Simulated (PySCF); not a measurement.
# Single-point calculation, with input and output: PbN4 (charge +2)

System: PbN4, charge +2.
Method: RKS B3LYP, Pb def2-SVP with ECP60, N def2-SVP; non-relativistic Hamiltonian with a scalar-relativistic core potential; density fitting (PySCF 2.14.0).

It belongs to a series of runs on one base structure; here: all atoms moved at random, sigma 0.15 A.

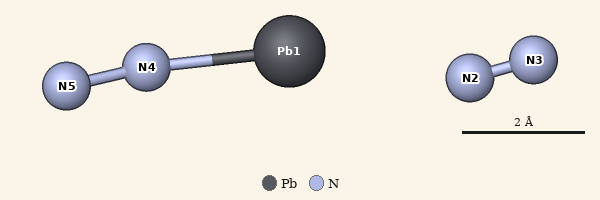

*The input geometry (ball-and-stick view, seen at an oblique angle; atoms are numbered from 1 in the order of the input). Sticks mark near contacts.*

Bond lengths as drawn: N–N 1.09 to 1.42 Å and N–Pb 2.38 Å.

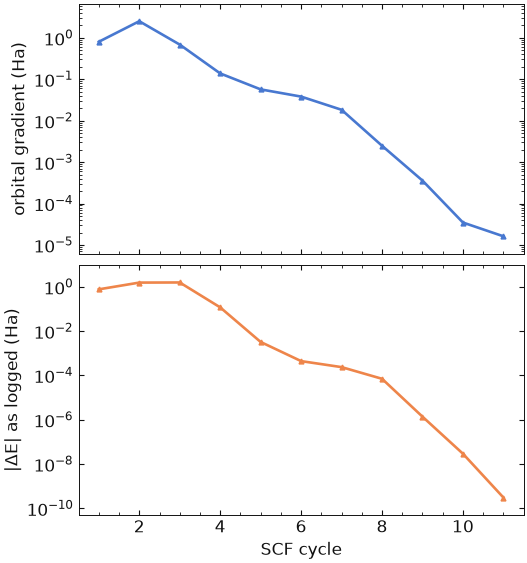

*Convergence of the self-consistent field: orbital gradient and size of the energy change against the SCF cycle.*

The residual comes down, with one marked jump up, by a factor of about 3, at step 2.

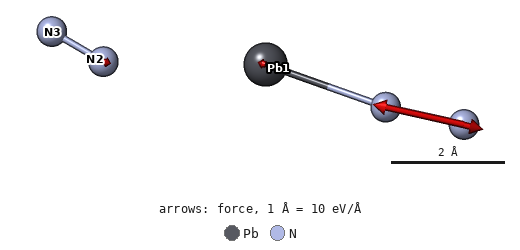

*Forces on the atoms as red arrows (ball-and-stick view, seen at a tilt; atoms are numbered from 1 in the order of the input); the smallest are left out.*

The largest act on N4 (17.84 eV/Å); N5 (16.66 eV/Å). The geometry is not a stationary point of this energy.

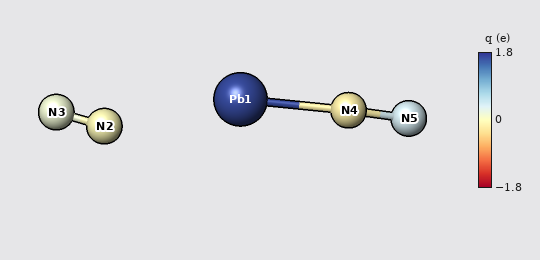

*Mulliken charges, as the colour of each atom (ball-and-stick view, seen on its broad side; atoms are numbered from 1 in the order of the input; Mulliken charges depend strongly on the basis).*

By element: Pb +1.67 and N −0.16 to +0.39 e.

The input that produced these results follows, with the program's output.

Input
```python
mol = gto.M(atom='''
Pb     0.04218     0.30291    -0.19332
N     -0.06183    -0.30621     2.81575
N     -0.17111     0.00922     3.85771
N      0.25319     0.05669    -2.54844
N     -0.06243    -0.06259    -3.93170''',
    basis={'Pb': 'def2-SVP', 'N': 'def2-SVP'},
    ecp={'Pb': 'def2-SVP'},
    charge=2, spin=0)
mf = dft.RKS(mol, xc='B3LYP')
mf.grids.atom_grid = (50, 194)  # f atoms: at least (60, 302), unpruned
mf = mf.density_fit()  # Pb def2-universal-JKFIT, N def2-universal-JKFIT
mf.conv_tol = 1e-08; mf.max_cycle = 55
mf.kernel(dm0)
```

The script is an equivalent of the set-up of the self-consistent field. The run itself was carried out by a driver, which started from the orbitals of the step before it where there was one and computed the further properties.

Launch command:
```bash
OMP_NUM_THREADS=2 python <driver script>
```

Log
```
init E= -410.024001351784
  HOMO = -0.897890989024864  LUMO = -0.799262818672986  gap/eV = 2.68381
cycle= 1 E= -410.788252187154  delta_E= -0.764  |g|= 0.802  |ddm|=  1.2
  HOMO = -0.692037045875688  LUMO = -0.539015283748204  gap/eV = 4.16393
cycle= 2 E= -409.250389342488  delta_E= 1.54  |g|= 2.51  |ddm|= 1.92
  HOMO = -0.710444884956234  LUMO = -0.560417996264364  gap/eV = 4.08244
cycle= 3 E= -410.808420093308  delta_E= -1.56  |g|= 0.685  |ddm|=  1.8
  HOMO = -0.727724280040267  LUMO = -0.567531202781705  gap/eV = 4.35908
cycle= 4 E= -410.925720673706  delta_E= -0.117  |g|= 0.138  |ddm|= 0.477
  HOMO = -0.731588672506359  LUMO = -0.564864720254029  gap/eV = 4.53679
cycle= 5 E= -410.928935256598  delta_E= -0.00321  |g|= 0.0569  |ddm|= 0.113
  HOMO = -0.727616714504975  LUMO = -0.564735592295324  gap/eV = 4.43222
cycle= 6 E= -410.929374375354  delta_E= -0.000439  |g|= 0.0381  |ddm|= 0.0427
  HOMO = -0.728283768371144  LUMO = -0.564450974663234  gap/eV = 4.45812
cycle= 7 E= -410.929609311837  delta_E= -0.000235  |g|= 0.0183  |ddm|= 0.02
  HOMO = -0.72878223354636  LUMO = -0.56420648092734  gap/eV = 4.47833
cycle= 8 E= -410.929679153877  delta_E= -6.98e-05  |g|= 0.00248  |ddm|= 0.00881
  HOMO = -0.728481621725377  LUMO = -0.564344272735712  gap/eV = 4.46640
cycle= 9 E= -410.929680509139  delta_E= -1.36e-06  |g|= 0.000358  |ddm|= 0.00176
  HOMO = -0.728537776263611  LUMO = -0.564345523623722  gap/eV = 4.46790
cycle= 10 E= -410.929680537993  delta_E= -2.89e-08  |g|= 3.48e-05  |ddm|= 0.000273
  HOMO = -0.728536640038797  LUMO = -0.56434309731637  gap/eV = 4.46793
cycle= 11 E= -410.929680538296  delta_E= -3.04e-10  |g|= 1.62e-05  |ddm|= 4.91e-05
  HOMO = -0.728538380781867  LUMO = -0.564342904073047  gap/eV = 4.46799
Extra cycle  E= -410.929680537088  delta_E= 1.21e-09  |g|= 7.88e-05  |ddm|= 5.02e-05
converged SCF energy = -410.929680537088
```

Key numbers

```tsv
quantity	value
outcome	converged
total energy	−410.929681 hartree
HOMO	−19.82 eV
LUMO	−15.36 eV
largest force (length of the vector)	17.844 eV/Å
hardware	2 threads of Arm Neoverse V1, 24 GiB of memory available, shared host
wall time	1.8 s (CPU time 3.5 s)
peak memory	1.6 GiB
```
